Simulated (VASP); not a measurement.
Band structure of Cd4S3Se (ordered alloy cell). Computed with PBEsol GGA, VASP's PBE PAW potentials (set 64) (plane waves; VASP 6.6.1).

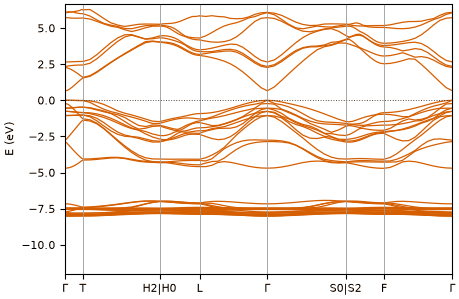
Fig. 1. Bands along high-symmetry lines, zero at the valence-band maximum or, without a gap, the Fermi level

Question: Read the plot: is there a gap, and where are the band edges?

Answer: The gap is direct, 0.66 eV, from the valence maximum at Γ to the conduction minimum at Γ. (Edges off the drawn lines would not show.)

The structure was generated: Cd4S3Se was put into an ordered model structure (R3m), which need not be its known phase. It was relaxed first.
